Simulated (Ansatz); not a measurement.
# NaHgF3 (built on the sites of a database entry of KHgF3): a soft mode frozen in, part 3 of 3

Which phase does NaHgF3 (built on the sites of a database entry of KHgF3) fall into along its unstable mode, and how much energy does it gain?

Ansatz 0.2.0; DFT PBEsol, scalar-relativistic, plane waves, norm-conserving pseudopotentials.

So far. Step 5 (Energy along the mode, all amplitudes (two of the runs …): The lowest of the steps tried is the last one, at 0.6 Å, 65.8 meV/atom below the parent; the bottom of the well need not coincide with a step. Step 7 (The new phase in its own primitive cell): The largest force component left is 0.35 meV/Å and the pressure is 0.005 GPa, within the tolerances set. The cell now holds 18.38 Å³/atom. The relaxed cell has a = 6.291, c = 8.044 Å (conventional setting).

The structure was built from a prototype and need not be the compound's stable phase.

## (8) Modes of the new phase, k-mesh 6×6×6, occupations fixed

A relaxed structure may still be a saddle point, so its zone-centre modes are computed. The response to a homogeneous field gives the Born charges and the dielectric tensor.

input.yaml

```yaml
crystal:
  lattice:
    - [3.1455261307, 1.8160703583, 2.6814517136]
    - [-3.1455261307, 1.8160703583, 2.6814517136]
    - [0.0, -3.6321407167, 2.6814517136]
  atoms:
    - { symbol: Na, position: [0.5998377475, 0.5998377475, 0.5998377475] }
    - { symbol: Hg, position: [0.995279199, 0.995279199, 0.995279199] }
    - { symbol: F, position: [0.9441957814, 0.9441957814, 0.4872565649] }
    - { symbol: F, position: [0.9441957814, 0.4872565649, 0.9441957814] }
    - { symbol: F, position: [0.4872565649, 0.9441957814, 0.9441957814] }
kpoints:
  mp_grid: { grid: [6, 6, 6] }
hamiltonian:
  xc: pbesol
  pseudopotentials: { kind: nc }
scf:
  occupations: { method: fixed }
output:
  eigenvalues: true
phonons:
  method: dfpt
  dielectric: true
  rigid_motions: translations
```

On the command line:

```sh
ansatz run input.yaml --threads 4 --pin off --max-ram 14336MiB --backend cpu --events-out ev --progress --plain --runs-dir out
```

Numbers of over 12 decimals in the logs are rounded to 6 here.

Output:

```text
[...]
Crystal: 5 atoms, lattice volume = 91.907 Å³
Basis set: ecut = 1197.300995 eV, 8619 PW (Γ), exchange–correlation on 108×108×108 points (8 copies of the dense FFT grid, shifted against one another)
Bands: 30, of which v1, the nominal top of the filled ones, is band 25 counted from 1 (24 counted from 0)
Symmetry: 6 space group operations
k-points: 112 of 216 (irreducible under 1 space group operation, time reversal used)
[...]
SCF iter   1: F=—  HF=-7788.714127 eV  |F-HF|=—  |Δ(HF+E_count)|=         —  Δρ=1.81e-1  dr2=2.42e1  ethr=3.10e-3  ⟨swp⟩=5.0  Hψ=15526  notcnv=0  defer=336
[...]
SCF iter  11: F=-7780.748050 eV  HF=-7780.748050 eV  |F-HF|=3.44e-10  |Δ(HF+E_count)|=   1.09e-8  Δρ=3.42e-7  dr2=6.75e-11  ethr=1.00e-12  ⟨swp⟩=15.5  Hψ=31149  notcnv=0
SCF 1 converged in 11 iterations: F = -7780.748050 eV  dr2 = 6.75e-11
NSCF: frozen V_eff on 6 k-points
[...]
── the response to a field inside a basis, on 6×6×6 k-points: an SCF that follows is theirs, and a resumed run solves both again ──
Bands: 26, of which v1, the nominal top of the filled ones, is band 25 counted from 1 (24 counted from 0)
k-points: 28 of 216 (time reversal used)
[...]
Eigensolver: Dense (28 Hₖ)
SCF iter   1: F=—  HF=-7780.724400 eV  |F-HF|=—  |Δ(HF+E_count)|=         —  Δρ=2.36e-4  dr2=4.76e-6  ethr=1.00e-1
[...]
SCF iter   3: F=-7780.724413 eV  HF=-7780.724413 eV  |F-HF|=1.80e-10  |Δ(HF+E_count)|=   3.79e-6  Δρ=1.22e-5  dr2=4.97e-8  ethr=2.50e-9
SCF 1 converged in 3 iterations: F = -7780.724413 eV  dr2 = 4.97e-8
[...]
SCF converged after 11 iterations
Free energy (F): -7780.748050 eV
[...]
Internal energy: -7780.748050 eV  (E = F + TS)
E sigma→0 (E₀):  -7780.748050 eV
Fermi energy:    2.814766 eV
[...]
--- Band table (eV; the first three rows and the last of 112) ---
  k-point 0: bands = [... 21 lower, 0.6227, 0.7536, 0.9392, 0.9392, 3.5895, 8.8852, 12.8220, 12.8220, ... 1 higher]
  k-point 1: bands = [... 21 lower, 0.6529, 0.8402, 0.9549, 1.1303, 4.1161, 8.9541, 12.0788, 12.9437, ... 1 higher]
  k-point 2: bands = [... 21 lower, 0.6787, 0.9031, 1.0628, 1.1935, 5.2617, 8.7846, 11.6094, 13.2800, ... 1 higher]
  k-point 111: bands = [... 21 lower, 0.9574, 1.0461, 2.8118, 2.8118, 8.2047, 10.1257, 10.9390, 10.9390, ... 1 higher]
[...]
k mesh reduced under 1 symmetry operation, with k and −k counted as one. Each operation leaves every solved perturbation unchanged. A smaller set is not considered because the run solves the response to a homogeneous field
  ASR residual: 3.075e-3 → 0.000e0 eV/Å²; symmetrization residual: 5.385e-5 eV/Å²
  ASR residual per site (eV/Å²): 3.07e-3 1.89e-3 1.12e-4 1.12e-4 1.12e-4
[...]
ε∞ (high-frequency dielectric tensor):
        2.797587     0.000000    -0.000000
        0.000000     2.797587    -0.000000
       -0.000000    -0.000000     2.830816
  softest optical mode at Γ: -69.20 cm⁻¹; the repairs (sum rule, projections) moved no ω² at Γ by more than (6.93 cm⁻¹)²
  Born effective charges Z* (e; rows j = field, columns β = displacement):
    site 0:
         1.10103    0.00000   -0.00000
         0.00000    1.10103    0.00000
        -0.00000    0.00000    1.06637
    site 1:
         2.55544   -0.00000   -0.00000
        -0.00000    2.55544   -0.00000
        -0.00000   -0.00000    2.62861
    site 2:
        -0.73723   -0.00000    0.00000
        -0.00000   -1.70042    0.63468
         0.00000    0.62369   -1.23166
    site 3:
        -1.45962    0.41707    0.54965
         0.41707   -0.97803   -0.31734
         0.54013   -0.31185   -1.23166
    site 4:
        -1.45962   -0.41707   -0.54965
        -0.41707   -0.97803   -0.31734
        -0.54013   -0.31185   -1.23166
  Z* charge neutrality: 2.957e-3 e pre-enforcement
  solved inside a basis spanned on kpoints, on 6×6×6 k-points, its susceptibility summed on 10×10×10: ε∞ is read to err by 5.9e-3, Z* by 2.3e-2 e (field_mesh: kpoints solves on kpoints); Z* is corrected for what the basis lacks
  optical modes at Γ without the LO–TO term, one row a degenerate level:
      ω (cm⁻¹)  modes    IR ((D/Å)²/amu)
        -69.20      1             0.0000
        -26.32      2             3.7103
        101.45      2             0.9857
        126.02      1             0.4718
        185.95      2             1.6916
        221.66      1             4.8787
        359.74      2            11.5288
        382.06      1             3.5289
  optical modes at Γ + LO–TO along q̂ = [1.0000, 0.0000, 0.0000]:
      ω (cm⁻¹)  modes    IR ((D/Å)²/amu)
        -69.20      1             0.0000
        -26.32      1             1.8552
         74.22      1             0.2042
        101.45      1             0.4928
        123.62      1             0.4881
        126.02      1             0.4718
        185.95      1             0.8458
        203.22      1             0.6905
        221.66      1             4.8787
        359.74      1             5.7644
        382.06      1             3.5289
        431.06      1             7.5753
  optical modes at Γ + LO–TO along q̂ = [0.0000, 1.0000, 0.0000]:
      ω (cm⁻¹)  modes    IR ((D/Å)²/amu)
        -69.20      1             0.0000
        -26.32      1             1.8552
[...]
221.66      1             4.8787
        359.74      1             5.7644
        382.06      1             3.5289
        431.06      1             7.5753
  optical modes at Γ + LO–TO along q̂ = [0.0000, 0.0000, 1.0000]:
      ω (cm⁻¹)  modes    IR ((D/Å)²/amu)
        -69.20      1             0.0000
        -26.32      2             3.7103
        101.45      2             0.9857
        132.05      1             0.0744
        185.95      2             1.6916
        280.01      1             2.2588
        359.74      2            11.5288
        433.51      1             6.5463
```

Wall time 6.5 min (4 threads of Intel Xeon Platinum 8488C (Sapphire Rapids), shared host); peak memory 4.9 GiB; 25 min of CPU time.

This step gave:

```
sum-rule residual before enforcement                    : 0.003075 eV/Å²
miss of the charge sum rule                             : 0.002957 e
estimated error of the dielectric tensor                : 0.005939
estimated error of the Born charges                     : 0.02305 e
point group                                             : 3m
highest optical mode at the zone centre (no LO-TO term) : 382.1 cm⁻¹
lowest optical zone-centre mode                         : -69.2 cm⁻¹
mean high-frequency dielectric constant                 : 2.809
largest Born charge (third of the trace)                : 2.580 e
top of the zone-centre spectrum with the field          : 433.5 cm⁻¹
```

Without the LO-TO term. Patterns of degenerate modes are one choice out of their space. Modes at Γ, with each element's share of the kinetic energy (negative means imaginary):

```
mode  frequency (cm⁻¹)  symmetry  Na %  Hg %  F %
   1             -69.2        A2     0     0  100
   2             -26.3         E    34     0   66
   3             -26.3         E    34     0   66
   4               0.0  acoustic     8    71   20
   5               0.0  acoustic     8    72   20
   6               0.0  acoustic     8    71   20
   7             101.5         E    23    23   55
   8             101.5         E    23    23   55
   9             126.0        A1    36    24   40
  10             185.9         E    34     0   65
  11             185.9         E    34     0   65
  12             221.7        A1    55     1   44
  13             359.7         E     0     5   94
  14             359.7         E     0     5   94
  15             382.1        A1     1     4   96
```

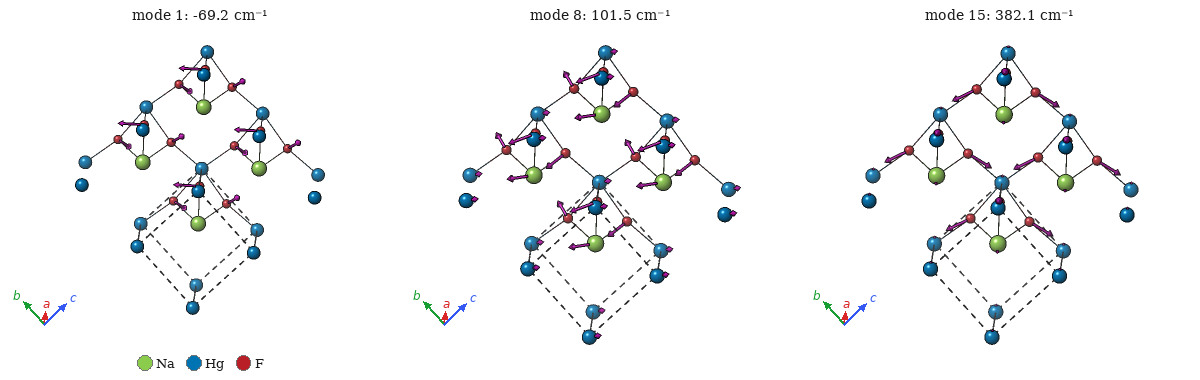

Displacement patterns of modes 1, 8 and 15 at Γ; arrows are exaggerated. Bonds to atoms that aren't drawn are left out. 1×2×2 cells are drawn. Some periodic images of atoms are drawn too.

Optical modes at the zone centre, without and with the macroscopic field of the longitudinal modes; each column is sorted by frequency, so a row need not hold one and the same mode. Modes with and without the field, by row:

```
rank among optical modes  no field (cm⁻¹)  q along (1, 0, 0) (cm⁻¹)  q along (0, 0, 1) (cm⁻¹)
                       1            -69.2                     -69.2                     -69.2
                       2            -26.3                     -26.3                     -26.3
                       3            -26.3                      74.2                     -26.3
                       4            101.5                     101.5                     101.5
                       5            101.5                     123.6                     101.5
                       6              126                       126                     132.1
                       7            185.9                     185.9                     185.9
                       8            185.9                     203.2                     185.9
                       9            221.7                     221.7                       280
                      10            359.7                     359.7                     359.7
                      11            359.7                     382.1                     359.7
                      12            382.1                     431.1                     433.5
```

Born charge (rows field, columns displacement) (e), principal values of the symmetric part by kind of site:

```
atom  atoms with these values    low  middle   high   mean
 Na1                        1   1.07    1.10   1.10   1.09
 Hg2                        1   2.56    2.56   2.63   2.58
  F3                        3  -2.14   -0.79  -0.74  -1.22
```

In full for Na1:

```
1.10 0.00 0.00
0.00 1.10 0.00
0.00 0.00 1.07
```

High-frequency dielectric tensor:

```
2.80 0.00 0.00
0.00 2.80 0.00
0.00 0.00 2.83
```

Transverse modes; imaginary modes are left out. Lines of the infrared spectrum (strongest = 100):

```
position (cm⁻¹)  label  relative intensity
            101      E                 8.5
            126     A1                 4.1
            186      E                  15
            222     A1                  42
            360      E                 100
            382     A1                  31
```

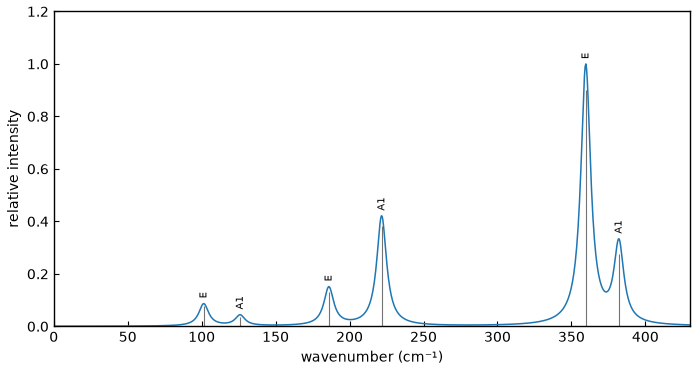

The infrared spectrum, broadened with Lorentzians of width 8 cm⁻¹; bars mark the lines.

Before it was imposed, the acoustic sum rule was missed by 0.0031 eV/Å² and the charge sum rule by 0.0030 e. Small misses are needed for a sound result but don't prove that mesh and cutoff are converged. The lowest optical mode is imaginary, 69.2i cm⁻¹, so the energy falls along it.

## (9) Results

```json
{
  "unstable mode of the parent": "q = (0, 0, 0), 131i cm⁻¹",
  "depth at the lowest point sampled": "65.8 meV/atom",
  "largest atomic shift at that point": "0.6 Å",
  "space group reached (within 0.01 Å)": "R3m",
  "energy gained over the parent (first relaxation, on the mesh of the frozen mode)": "74.4 meV/atom",
  "volume per atom, phase reached": "18.4 Å³",
  "gap on the k-mesh, phase reached": "0.775 eV",
  "lowest optical zone-centre mode, phase reached": "-69.2 cm⁻¹",
  "highest optical mode at the zone centre (no LO-TO term), phase reached": "382 cm⁻¹"
}
```

What this shows: Along this mode the structure falls into R3m, 74.4 meV/atom below the parent. At the parent's cell the well is 65.78 meV/atom deep on the steps tried, with its lowest point at a shift of 0.6 Å. That is the last step tried, so the steps alone don't bracket the bottom of the well. Relaxing atoms and cell changes the gain by +8.62 meV/atom against the lowest step (energies at zero smearing). The new phase still has an imaginary mode at the zone centre of its cell, so it is a saddle point on the way to a lower structure. Of the 2 patterns followed to their end from this parent, this one ends 9.63 meV/atom above the lowest, P4mm. Each path keeps the symmetry of its pattern, so a lower phase may lie along a pattern not tried. The relaxed cell left the space group of the starting entry, even within 0.1 Å, so it may not be the phase that the entry, or a measurement on it, describes. Spin-orbit coupling is left out, which can matter for the heavy elements here. The starting cell was built on a prototype and not taken from a measurement, so the phase need not exist.

[Logs are printed without paths, hosts, clocks, repeated set-up lines and the standing remarks that a program may print on its own settings, such as how far it seeks lower states.]

[Hosts, paths, dates, database ids (printed as entryN), source tags and the programs' standing remarks are cut or masked in the printed files.]
